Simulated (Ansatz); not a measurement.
# Geometry relaxation, with input and output: AlNH$_{2}$

AlNH$_{2}$, computed with RKS PBE0-D4/def2-TZVP (Ansatz 0.2.0).

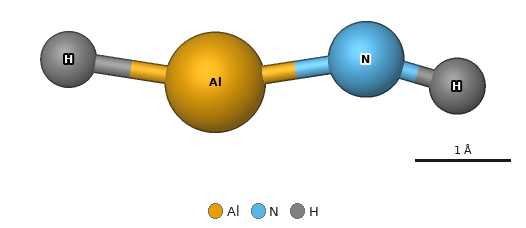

Fig. 1: The structure as given in the input (ball-and-stick view, seen at a tilt). Sticks mark near contacts.

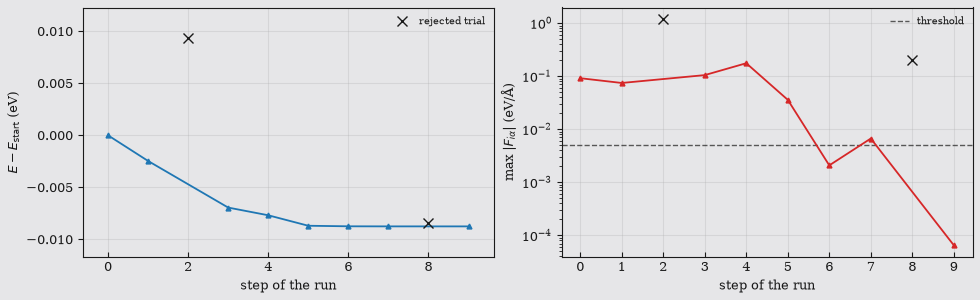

Fig. 2: Progress of the relaxation, step by step (the first geometry is step 0 here and step 1 in the log).

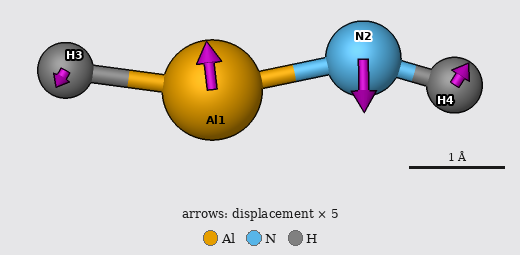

Fig. 3: The starting structure with the displacements as pink arrows, magnified 5 times (ball-and-stick view, seen on its broad side). The two geometries are laid on each other by the best rigid fit. The atom that moves furthest after the best rigid fit is N2 (0.12 Å). By element the largest moves are N 0.12 Å, Al 0.11 Å, H 0.06 Å. Distances before and after: Al1–N2 1.630 → 1.614 Å. Among the angles that change: Al1–N2–H4 152.1° → 169.6°, N2–Al1–H3 160.7° → 173.8°. Over 9 geometry steps the energy falls by 0.009 eV. The largest force component goes from 0.092 to under 0.0001 eV/Å. The line search rejected the trial steps at points 2, 8 (counted from 0) and went back. (Atoms are counted from 1 in the order of the input.)

These pictures come from the run below.

**Input**
```yaml
crystal:
  periodic: [false, false, false]
  atoms:
    - {symbol: Al, position_ang: [-1.603013, -1.073580, 0.585661]}
    - {symbol: N, position_ang: [-2.330248, -1.750270, -0.707052]}
    - {symbol: H, position_ang: [-1.235358, -0.752554, 2.068894]}
    - {symbol: H, position_ang: [-2.459010, -1.858442, -1.693192]}
basis:
  gaussian: {orbitals: def2-TZVP}
hamiltonian: {xc: pbe0, dispersion: d4}
relax: {f_tol: 0.005, max_steps: 200}
```

Launched with:
```bash
ansatz run in.yaml --threads 4 --pin off --events-out ev --progress --plain --max-ram 9574MiB
```

**What the program printed**
```
Functional definition: PBE0
  name "PBE0"
  cite "Adamo & Barone, J. Chem. Phys. 110, 6158 (1999) doi:10.1063/1.478522"
  cite "Perdew, Burke & Ernzerhof, Phys. Rev. Lett. 77, 3865 (1996) doi:10.1103/PhysRevLett.77.3865"
  parent pbe
  parameter a = 0.25
  parameter kappa = 0.804
  parameter beta = 0.06672455060314922
  exchange = (1 - a)*pbe_x(kappa = kappa, mu = beta*pi^2/3) + a*exact_x
  correlation = pbe_c(beta = beta)
522 factors; their error is unknown
mean field evaluation 1: about -8100.6587 eV, gradient 7.7e1 eV
mean field evaluation 2: about -8004.6572 eV, gradient 1.5e2 eV
mean field evaluation 4: about -8113.5859 eV, gradient 5.0e0 eV
mean field evaluation 8: about -8113.6634 eV, gradient 6.4e-2 eV
mean field evaluation 16: about -8113.6784 eV, gradient 2.9e-5 eV
mean field -8113.67838672 eV, -298.1721810631 hartree, gradient 2.9e-5 eV, S^2 0.000000; 0 other end points of the search recorded, 0 dependent functions left out
the calculation of the forces begins
reference -8113.67841196 eV, -298.1721819908 hartree; 11, 11 occupied and 69, 69 virtual orbitals, 522 factors
relax step   1: F+E_penalty+E_count = -8113.71714083 eV  Δ(F+E_penalty+E_count) = +0.000e0 eV  max|allowed force component| = 9.152e-2 eV/Å  Δτ_max = 0.0000 Å  (25 SCF iters, accepted)
these checks for a lower state are left out or cut short: starts, cluster_reference, orbital_swaps, neighbouring_geometries, increment
522 factors; their error is unknown
mean field -8113.68086554 eV, -298.1722721581 hartree, gradient 2.4e-5 eV, S^2 0.000000; 0 other end points of the search recorded, 0 dependent functions left out
the calculation of the forces begins
reference -8113.68089078 eV, -298.1722730859 hartree; 11, 11 occupied and 69, 69 virtual orbitals, 522 factors
relax step   2: F+E_penalty+E_count = -8113.71960500 eV  Δ(F+E_penalty+E_count) = -2.464e-3 eV  max|allowed force component| = 7.439e-2 eV/Å  Δτ_max = 0.0163 Å  (28 SCF iters, accepted)
these checks for a lower state are left out or cut short: starts, cluster_reference, orbital_swaps, neighbouring_geometries, increment
522 factors; their error is unknown
mean field -8113.66875642 eV, -298.1718271561 hartree, gradient 2.4e-5 eV, S^2 0.000000; 0 other end points of the search recorded, 0 dependent functions left out
the calculation of the forces begins
reference -8113.66878138 eV, -298.1718280736 hartree; 11, 11 occupied and 69, 69 virtual orbitals, 522 factors
relax step   3: F+E_penalty+E_count = -8113.70776179 eV  Δ(F+E_penalty+E_count) = +1.184e-2 eV  max|allowed force component| = 1.204e0 eV/Å  Δτ_max = 0.0885 Å  (27 SCF iters, rejected (line search))
these checks for a lower state are left out or cut short: starts, cluster_reference, orbital_swaps, neighbouring_geometries, increment
522 factors; their error is unknown
mean field evaluation 32: about -8113.6703 eV, gradient 4.1e-2 eV
mean field -8113.68529781 eV, -298.1724350410 hartree, gradient 1.6e-5 eV, S^2 0.000000; 0 other end points of the search recorded, 0 dependent functions left out
the calculation of the forces begins
reference -8113.68532299 eV, -298.1724359664 hartree; 11, 11 occupied and 69, 69 virtual orbitals, 522 factors
relax step   4: F+E_penalty+E_count = -8113.72408443 eV  Δ(F+E_penalty+E_count) = -4.479e-3 eV  max|allowed force component| = 1.046e-1 eV/Å  Δτ_max = 0.0423 Å  (27 SCF iters, accepted)
these checks for a lower state are left out or cut short: starts, cluster_reference, orbital_swaps, neighbouring_geometries, increment
522 factors; their error is unknown
mean field -8113.68604629 eV, -298.1724625473 hartree, gradient 9.2e-6 eV, S^2 0.000000; 0 other end points of the search recorded, 0 dependent functions left out
the calculation of the forces begins
reference -8113.68607138 eV, -298.1724634693 hartree; 11, 11 occupied and 69, 69 virtual orbitals, 522 factors
relax step   5: F+E_penalty+E_count = -8113.72482361 eV  Δ(F+E_penalty+E_count) = -7.392e-4 eV  max|allowed force component| = 1.753e-1 eV/Å  Δτ_max = 0.0245 Å  (28 SCF iters, accepted)
these checks for a lower state are left out or cut short: starts, cluster_reference, orbital_swaps, neighbouring_geometries, increment
522 factors; their error is unknown
mean field -8113.68703259 eV, -298.1724987932 hartree, gradient 1.2e-5 eV, S^2 0.000000; 0 other end points of the search recorded, 0 dependent functions left out
the calculation of the forces begins
reference -8113.68705749 eV, -298.1724997081 hartree; 11, 11 occupied and 69, 69 virtual orbitals, 522 factors
relax step   6: F+E_penalty+E_count = -8113.72583076 eV  Δ(F+E_penalty+E_count) = -1.007e-3 eV  max|allowed force component| = 3.582e-2 eV/Å  Δτ_max = 0.0407 Å  (27 SCF iters, accepted)
these checks for a lower state are left out or cut short: starts, cluster_reference, orbital_swaps, neighbouring_geometries, increment
522 factors; their error is unknown
mean field -8113.68707887 eV, -298.1725004938 hartree, gradient 2.1e-5 eV, S^2 0.000000; 0 other end points of the search recorded, 0 dependent functions left out
the calculation of the forces begins
reference -8113.68710370 eV, -298.1725014065 hartree; 11, 11 occupied and 69, 69 virtual orbitals, 522 factors
relax step   7: F+E_penalty+E_count = -8113.72588418 eV  Δ(F+E_penalty+E_count) = -5.342e-5 eV  max|allowed force component| = 2.083e-3 eV/Å  Δτ_max = 0.0111 Å  (27 SCF iters, accepted)
these checks for a lower state are left out or cut short: starts, cluster_reference, orbital_swaps, neighbouring_geometries, increment
522 factors; their error is unknown
mean field evaluation 64: about -8113.6871 eV, gradient 1.5e-5 eV
mean field -8113.68708349 eV, -298.1725006638 hartree, gradient 1.5e-5 eV, S^2 0.000000; 0 other end points of the search recorded, 0 dependent functions left out
the calculation of the forces begins
reference -8113.68710829 eV, -298.1725015752 hartree; 11, 11 occupied and 69, 69 virtual orbitals, 522 factors
relax step   8: F+E_penalty+E_count = -8113.72589116 eV  Δ(F+E_penalty+E_count) = -6.977e-6 eV  max|allowed force component| = 6.677e-3 eV/Å  Δτ_max = 0.0067 Å  (27 SCF iters, accepted)
these checks for a lower state are left out or cut short: starts, cluster_reference, orbital_swaps, neighbouring_geometries, increment
522 factors; their error is unknown
mean field -8113.68675370 eV, -298.1724885439 hartree, gradient 1.3e-5 eV, S^2 0.000000; 0 other end points of the search recorded, 0 dependent functions left out
the calculation of the forces begins
reference -8113.68677850 eV, -298.1724894554 hartree; 11, 11 occupied and 69, 69 virtual orbitals, 522 factors
relax step   9: F+E_penalty+E_count = -8113.72556228 eV  Δ(F+E_penalty+E_count) = +3.289e-4 eV  max|allowed force component| = 2.023e-1 eV/Å  Δτ_max = 0.0022 Å  (29 SCF iters, rejected (line search))
these checks for a lower state are left out or cut short: starts, cluster_reference, orbital_swaps, neighbouring_geometries, increment
522 factors; their error is unknown
mean field -8113.68708399 eV, -298.1725006821 hartree, gradient 1.2e-5 eV, S^2 0.000000; 0 other end points of the search recorded, 0 dependent functions left out
the calculation of the forces begins
reference -8113.68710879 eV, -298.1725015933 hartree; 11, 11 occupied and 69, 69 virtual orbitals, 522 factors
relax step  10: F+E_penalty+E_count = -8113.72589198 eV  Δ(F+E_penalty+E_count) = -8.250e-7 eV  max|allowed force component| = 6.544e-5 eV/Å  Δτ_max = 0.0011 Å  (21 SCF iters, accepted)
522 factors; their error is unknown
mean field evaluation 96: about -8113.6871 eV, gradient 3.0e-5 eV
mean field -8113.68708399 eV, -298.1725006821 hartree, gradient 1.3e-5 eV, S^2 0.000000; 1 other end points of the search recorded, 0 dependent functions left out
the calculation of the forces begins
reference -8113.68710879 eV, -298.1725015933 hartree; 11, 11 occupied and 69, 69 virtual orbitals, 522 factors
Total energy: -8113.72591678 eV, -298.1739277605 hartree
Atom 0 at    -1.666093    -1.138072     0.642500 Å, force    -0.000056    -0.000061     0.000059 eV/Å
Atom 1 at    -2.255107    -1.677995    -0.759386 Å, force     0.000065     0.000062    -0.000063 eV/Å
Atom 2 at    -1.205402    -0.721934     2.072048 Å, force     0.000026     0.000029    -0.000005 eV/Å
Atom 3 at    -2.501027    -1.896845    -1.700851 Å, force    -0.000035    -0.000030     0.000008 eV/Å
Dipole moment:     0.220115     0.203876     0.409826 e Å
```

**Trajectory as extended XYZ (Å, eV, eV/Å), 10 frames, from step=1 to step=10**
```
4
Properties=species:S:1:pos:R:3:forces:R:3 step=1 energy=-8113.71714
Al   -1.6030   -1.0736    0.5857   -0.0885  -0.0915   0.0438
N    -2.3302   -1.7503   -0.7071    0.0436   0.0406  -0.0173
H    -1.2354   -0.7526    2.0689    0.0493   0.0514  -0.0070
H    -2.4590   -1.8584   -1.6932   -0.0044  -0.0004  -0.0194
4
Properties=species:S:1:pos:R:3:forces:R:3 step=2 energy=-8113.71961
Al   -1.6127   -1.0847    0.5927   -0.0744  -0.0741   0.0220
N    -2.3317   -1.7523   -0.7094    0.0509   0.0485  -0.0061
H    -1.2279   -0.7442    2.0683    0.0308   0.0314  -0.0178
H    -2.4554   -1.8536   -1.6972   -0.0073  -0.0058   0.0019
4
Properties=species:S:1:pos:R:3:forces:R:3 step=3 energy=-8113.70776 accepted=F
Al   -1.6496   -1.1209    0.6207    0.3544   0.3244   0.8158
N    -2.2698   -1.6925   -0.7298   -0.4584  -0.4193  -1.2036
H    -1.2220   -0.7381    2.0509    0.0981   0.0905   0.2562
H    -2.4862   -1.8834   -1.6875    0.0059   0.0044   0.1317
4
Properties=species:S:1:pos:R:3:forces:R:3 step=4 energy=-8113.72408
Al   -1.6383   -1.1104    0.6144    0.0188   0.0160   0.0740
N    -2.3096   -1.7310   -0.7236   -0.0194  -0.0169  -0.1046
H    -1.2150   -0.7312    2.0653    0.0161   0.0154   0.0323
H    -2.4648   -1.8622   -1.7019   -0.0155  -0.0144  -0.0017
4
Properties=species:S:1:pos:R:3:forces:R:3 step=5 energy=-8113.72482
Al   -1.6469   -1.1189    0.6208    0.0567   0.0507   0.1753
N    -2.2943   -1.7161   -0.7356   -0.0156  -0.0144  -0.0419
H    -1.2104   -0.7269    2.0729   -0.0221  -0.0193  -0.0825
H    -2.4761   -1.8729   -1.7038   -0.0190  -0.0170  -0.0509
4
Properties=species:S:1:pos:R:3:forces:R:3 step=6 energy=-8113.72583
Al   -1.6587   -1.1315    0.6368   -0.0053  -0.0036  -0.0074
N    -2.2673   -1.6901   -0.7514   -0.0042  -0.0030  -0.0291
H    -1.2076   -0.7236    2.0721    0.0012   0.0002   0.0007
H    -2.4940   -1.8896   -1.7031    0.0083   0.0064   0.0358
4
Properties=species:S:1:pos:R:3:forces:R:3 step=7 energy=-8113.72588
Al   -1.6633   -1.1353    0.6401   -0.0004  -0.0005   0.0002
N    -2.2602   -1.6829   -0.7562    0.0013   0.0012   0.0016
H    -1.2062   -0.7227    2.0720    0.0001   0.0002   0.0003
H    -2.4979   -1.8939   -1.7016   -0.0011  -0.0009  -0.0021
4
Properties=species:S:1:pos:R:3:forces:R:3 step=8 energy=-8113.72589
Al   -1.6655   -1.1376    0.6421    0.0000   0.0002   0.0014
N    -2.2558   -1.6787   -0.7589   -0.0019  -0.0016  -0.0067
H    -1.2057   -0.7221    2.0721    0.0004   0.0002   0.0001
H    -2.5007   -1.8965   -1.7010    0.0015   0.0012   0.0051
4
Properties=species:S:1:pos:R:3:forces:R:3 step=9 energy=-8113.72556 accepted=F
Al   -1.6666   -1.1383    0.6421   -0.0120  -0.0115  -0.0319
N    -2.2562   -1.6789   -0.7603    0.0586   0.0524   0.2023
H    -1.2051   -0.7218    2.0716   -0.0022  -0.0017  -0.0032
H    -2.4997   -1.8958   -1.6991   -0.0444  -0.0392  -0.1672
4
Properties=species:S:1:pos:R:3:forces:R:3 step=10 energy=-8113.72589
Al   -1.6661   -1.1381    0.6425   -0.0001  -0.0001   0.0001
N    -2.2551   -1.6780   -0.7594    0.0001   0.0001  -0.0001
H    -1.2054   -0.7219    2.0720    0.0000   0.0000   0.0000
H    -2.5010   -1.8968   -1.7009    0.0000   0.0000   0.0000
```

**Results in brief**

| quantity | value |
| --- | --- |
| outcome | converged |
| total energy | −8113.7259 eV |
| mean-field energy | −8113.6871 eV |
| dispersion energy | −0.0388 eV |
| SCF solution under orbital rotations | stable |
| largest force (length of the vector) at the end | under 0.001 eV/Å |
| dipole moment | 2.44 D |
| hardware | 4 threads of Arm Neoverse V2, 23 GiB of memory available, shared host |
| wall time | 4 s (CPU time 13 s) |
| peak memory | 0.49 GiB |
